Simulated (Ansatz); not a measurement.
# CAM-B3LYP/cc-pVDZ run of C2H5NSi (SMILES C[SiH2]C#N)

Aim: the vertical ionisation energy of C2H5NSi at CAM-B3LYP/cc-pVDZ, from 2 runs. 

Program for the calculation: Ansatz 0.2.0.

59 further runs of the same task are left out: 1 that didn't finish, 58 set aside as unsound or not needed.

## (1) The structure to begin with

C2H5NSi has 9 atoms, charge 0, and is taken as a singlet. SMILES: `C[SiH2]C#N`. Geometry: relaxed at PBE0-D4/def2-TZVP.

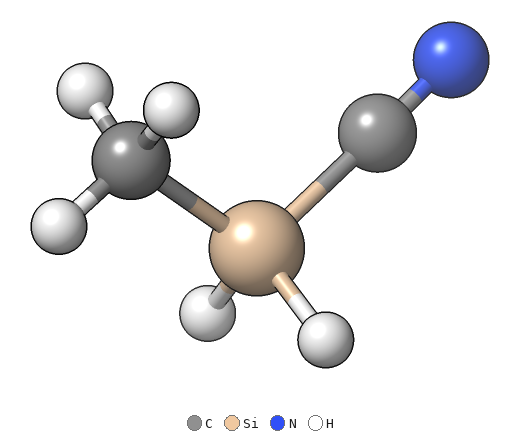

Viewed from a chosen angle; carbon grey, silicon light orange, nitrogen blue, hydrogen white.

## (2) The energy at CAM-B3LYP/cc-pVDZ

molecule.yaml reads:

```yaml
crystal:
  periodic: [false, false, false]
  atoms:
    - symbol: C
      position_ang: [-0.672000, 0.931100, -0.497500]
    - symbol: Si
      position_ang: [-0.146800, -0.554600, 0.488300]
    - symbol: C
      position_ang: [1.638300, -0.910100, 0.129800]
    - symbol: "N"
      position_ang: [2.747300, -1.112400, -0.107600]
    - symbol: H
      position_ang: [-0.554100, 0.746100, -1.566800]
    - symbol: H
      position_ang: [-0.072800, 1.803400, -0.229800]
    - symbol: H
      position_ang: [-1.721900, 1.160400, -0.300900]
    - symbol: H
      position_ang: [-0.893300, -1.779400, 0.117000]
    - symbol: H
      position_ang: [-0.236400, -0.330800, 1.950300]
basis:
  gaussian:
    orbitals: cc-pVDZ
hamiltonian:
  xc: {name: CAM-B3LYP}
accuracy: high
output: {orbitals: {seedname: orbitals}}
```

Launch:

```sh
$ ansatz run molecule.yaml --threads 1 --pin off --max-ram 3480MiB --events-out events.jsonl --progress --plain --runs-dir runs
```

The log of the run:

```text
Warning: RAYON_NUM_THREADS=1 ignored (pool sized by the plan → 1); use --threads N
Functional definition: CAM-B3LYP
  name "CAM-B3LYP"
  parameter alpha = 0.19
  parameter beta = 0.46
  parameter omega = 0.33/bohr
  parameter ac = 0.81
  exchange = (1 - alpha - beta)*b88_x + beta*b88_x_sr(omega) + alpha*exact_x + beta*exact_x_lr(omega)
  correlation = (1 - ac)*vwn5_c + ac*lyp_c
1991 factors; integrals over basis functions are off by at most 3.9e-9 eV
430 factors; integrals over basis functions are off by at most 2.0e-9 eV
mean field evaluation 1: about -11516.1084 eV, gradient 4.6e1 eV
mean field evaluation 2: about -11514.2116 eV, gradient 5.5e1 eV
mean field evaluation 4: about -11520.9025 eV, gradient 2.1e0 eV
mean field evaluation 8: about -11521.0687 eV, gradient 1.2e-1 eV
mean field evaluation 16: about -11521.0688 eV, gradient 1.0e-5 eV
mean field -11521.06876171 eV, -423.3914677320 hartree, gradient 7.5e-8 eV, S^2 0.000000; 0 other end points of the search recorded, 0 dependent functions left out
reference -11521.06878101 eV, -423.3914684411 hartree; 19, 19 occupied and 66, 66 virtual orbitals, 1991 factors
Total energy: -11521.06878101 eV, -423.3914684411 hartree
```

Wall time 2.6 s (1 thread of AMD EPYC 9R45 (Zen 5), shared host); peak memory 0.33 GiB.

## (3) The doublet cation

run.yaml reads:

```yaml
crystal:
  periodic: [false, false, false]
  atoms:
    - {symbol: C, position_ang: [-0.672000, 0.931100, -0.497500]}
    - {symbol: Si, position_ang: [-0.146800, -0.554600, 0.488300]}
    - {symbol: C, position_ang: [1.638300, -0.910100, 0.129800]}
    - {symbol: "N", position_ang: [2.747300, -1.112400, -0.107600]}
    - {symbol: H, position_ang: [-0.554100, 0.746100, -1.566800]}
    - {symbol: H, position_ang: [-0.072800, 1.803400, -0.229800]}
    - {symbol: H, position_ang: [-1.721900, 1.160400, -0.300900]}
    - {symbol: H, position_ang: [-0.893300, -1.779400, 0.117000]}
    - {symbol: H, position_ang: [-0.236400, -0.330800, 1.950300]}
basis:
  gaussian: {orbitals: cc-pVDZ}
total_charge: 1
magnetization: {spin_polarized: true, initial_magnetization: 1}
hamiltonian: {xc: {name: CAM-B3LYP}}
accuracy: high
output: {orbitals: {seedname: orbitals}}
```

Launch:

```sh
$ ansatz run run.yaml --threads 1 --pin off --max-ram 3480MiB --events-out events.jsonl --progress --plain --runs-dir runs
```

The log of the run, cut to the lines that bear on the results:

```text
Warning: RAYON_NUM_THREADS=1 ignored (pool sized by the plan → 1); use --threads N
[... 2 set-up lines as earlier in the session ...]
[...]
1991 factors; integrals over basis functions are off by at most 3.9e-9 eV
430 factors; integrals over basis functions are off by at most 2.1e-9 eV
[...]
mean field -11509.29821767 eV, -422.9589082167 hartree, gradient 2.2e-8 eV, S^2 0.768465; 6 other end points of the search recorded, 0 dependent functions left out
reference -11509.29823733 eV, -422.9589089395 hartree; 19, 18 occupied and 66, 67 virtual orbitals, 1991 factors
Total energy: -11509.29823733 eV, -422.9589089395 hartree
```

Run time: 11 s. Hardware: 1 thread of AMD EPYC 9R45 (Zen 5), shared host; peak memory 0.45 GiB.

## (4) Summary of results

At CAM-B3LYP/cc-pVDZ:

| quantity | value |
| --- | --- |
| singlet C2H5NSi: total energy | -423.39147 Eh |
| singlet C2H5NSi: HOMO energy | -10.71 eV |
| singlet C2H5NSi: LUMO energy | 1.04 eV |
| singlet C2H5NSi: HOMO–LUMO gap | 11.75 eV |
| doublet cation: total energy | -422.95891 Eh |
| doublet cation: HOMO energy (highest over α and β) | -16.87 eV |
| doublet cation: LUMO energy (lowest over α and β) | -12.81 eV |
| doublet cation: ⟨S²⟩ | 0.768 |
| vertical ionisation energy (to the doublet cation) | 11.771 eV |

**Reading.** The vertical ionisation energy comes to 11.77 eV (1136 kJ/mol). −ε(HOMO) before ionisation, 10.71 eV, is 1.06 eV below this ionisation energy.
